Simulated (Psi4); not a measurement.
**B3LYP/def2-TZVPD (density fitting with cc-pvtz-jkfit, sweep point 4) run of B2O2 (diboron dioxide)**

Wanted: a structure relaxation of B2O2 (diboron dioxide). 

The calculation is run with Psi4 1.11.

1 further run of the same task is left out (set aside as unsound or not needed).

## (1) Starting point

B2O2: 4 atoms, total charge 0, spin state singlet. As SMILES, `O=BB=O`. Geometry: relaxed at GFN2-xTB. The run starts from this shape.

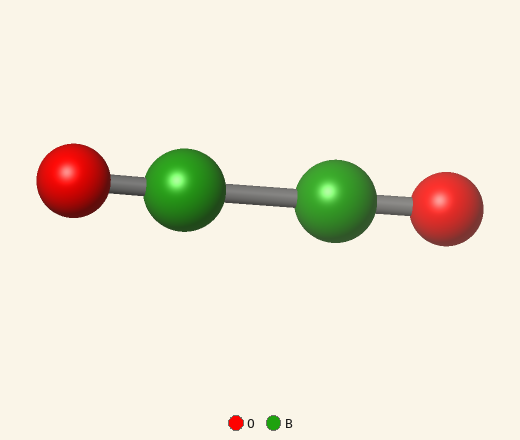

The structure, seen from a chosen angle (oxygen red, boron green).

## (2) A geometry optimisation at B3LYP/def2-TZVPD (density fitting with cc-pvtz-jkfit, sweep point 4)

Input file job.dat:

```
memory 1.6 GB

molecule mol {
  O     -0.733460     0.451810     1.802120
  B     -0.300580     0.189000     0.727450
  B      0.295060    -0.182970    -0.731290
  O      0.738970    -0.457840    -1.798280
  symmetry c1
}

set globals {
  basis                def2-TZVPD
  puream               true
  scf_type             df
  dft_radial_points    99
  dft_spherical_points 590
  df_basis_scf         cc-pvtz-jkfit
  g_convergence        gau_tight
  geom_maxiter         50
}

opt("b3lyp")
print_variables()
```

Launch:

```console
psi4 job.dat job.out -n 1
```

job.out:

```text
[...]
  Running in c1 symmetry.
[...]
  Nuclear repulsion =   67.367912062511181
[...]
  Multiplicity = 1
[...]
  Nalpha       = 13
  Nbeta        = 13
[...]
    Number of basis functions: 154
[...]
   @DF-RKS iter   1:  -199.95777030575601   -6.66168e-01   6.66170e-03 ADIIS/DIIS
[...]
   @DF-RKS iter   4:  -200.32639168075173   -2.04636e-11   3.24997e-09 DIIS
[...]
    Orbital Energies [Eh]
    ---------------------
    Doubly Occupied:
       1A    -19.171994     2A    -19.171981     3A     -6.821297
       4A     -6.820761     5A     -1.029380     6A     -1.028769
       7A     -0.542671     8A     -0.460449     9A     -0.448358
      10A     -0.414729    11A     -0.414729    12A     -0.393528
      13A     -0.393528
[...]
  @DF-RKS Final Energy:  -200.32639168075173
   => Energetics <=
    Nuclear Repulsion Energy =             66.7420973360497385
    One-Electron Energy =                -405.1930789551304315
    Two-Electron Energy =                 158.5878976559546345
    DFT Exchange-Correlation Energy =     -20.4633077176256393
    Empirical Dispersion Energy =           0.0000000000000000
    VV10 Nonlocal Energy =                  0.0000000000000000
    Total Energy =                       -200.3263916807517262
[...]
 Multipole Moments:
 ------------------------------------------------------------------------------------
     Multipole            Electronic (a.u.)      Nuclear  (a.u.)        Total (a.u.)
 ------------------------------------------------------------------------------------
 L = 1.  Multiply by 2.5417464519 to convert [e a0] to [Debye]
 Dipole X            :         -0.0001302            0.0000519           -0.0000783
 Dipole Y            :         -0.0000023            0.0000009           -0.0000014
 Dipole Z            :          0.0000001           -0.0000000            0.0000001
 Magnitude           :                                                    0.0000784
[...]
  -Total Gradient:
     Atom            X                  Y                   Z
    ------   -----------------  -----------------  -----------------
       1       -0.000000336561     0.000000076655    -0.000000145766
       2        0.000002257562    -0.000000165884     0.000000190504
       3       -0.000004201653     0.000000136175    -0.000000114784
       4        0.000002279730    -0.000000046961     0.000000070046
[...]
    Final optimized geometry and variables:
    Molecular point group: c1
    Full point group: C1
    Geometry (in Angstrom), charge = 0, multiplicity = 1:
    O           -0.000027322448    -0.000002428195     2.016694023699
    B           -0.000027322448    -0.000002428195     0.818536153271
    B           -0.000026893197     0.000001519510    -0.818536129158
    O            0.000064639096     0.000003053643    -2.016694040296
  Variable Map:
  ----------------------------------------------------------------------------
  "CURRENT ENERGY"              =>    -200.326391680752
  "CURRENT REFERENCE ENERGY"    =>    -200.326391680752
  "DD SOLVATION ENERGY"         =>       0.000000000000
  "DFT FUNCTIONAL TOTAL ENERGY" =>    -200.326391680752
[...]
```

Standard output:

```text
Optimizer: Optimization complete!
```

Run time: 53 s. Hardware: 1 thread of Intel Xeon 6975P-C (Granite Rapids), shared host; peak memory 1.2 GiB.

Step by step:

| step | energy from the first frame kept (eV) | largest force (eV/Å) |
| --- | --- | --- |
| 0 | 0.0000 | 0.9778 |
| 1 | -0.0135 | 0.1316 |
| 2 | -0.0136 | 0.0127 |
| 3 | -0.0136 | 0.0096 |
| 4 | -0.0137 | 0.0041 |
| 5 | -0.0137 | 0.0005 |
| 6 | -0.0137 | 0.0002 |

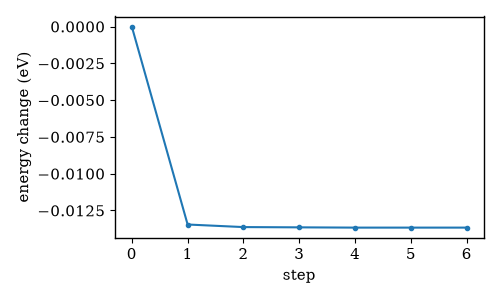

Energy along the run.

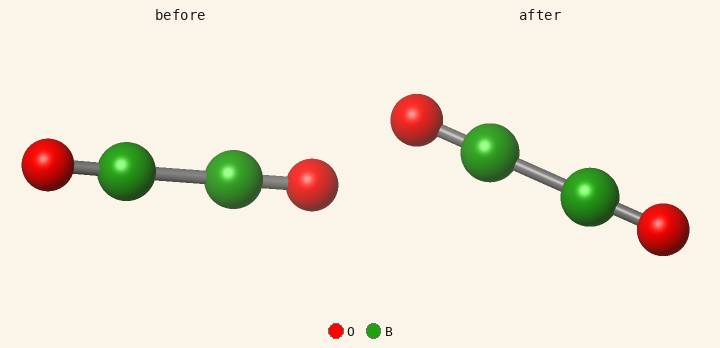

Before and after, at one scale.

After the run. Bond lengths: O1–B2 1.198 Å, B2–B3 1.637 Å, B3–O4 1.198 Å. Angles: O1–B2–B3 180.0°, B2–B3–O4 180.0°.

## (3) Results

Level: B3LYP/def2-TZVPD (density fitting with cc-pvtz-jkfit, sweep point 4).

| quantity | value |
| --- | --- |
| total energy at the end | -200.32639 Eh |
| dipole moment | 0.00 D |
| HOMO energy | -10.71 eV |
| LUMO energy | -2.71 eV |
| HOMO–LUMO gap | 8.00 eV |

What this shows: At the final geometry: Bond lengths: O1–B2 1.198 Å, B2–B3 1.637 Å, B3–O4 1.198 Å. Angles: O1–B2–B3 180.0°, B2–B3–O4 180.0°. The optimisation took 7 steps and changed the energy by -0.014 eV.
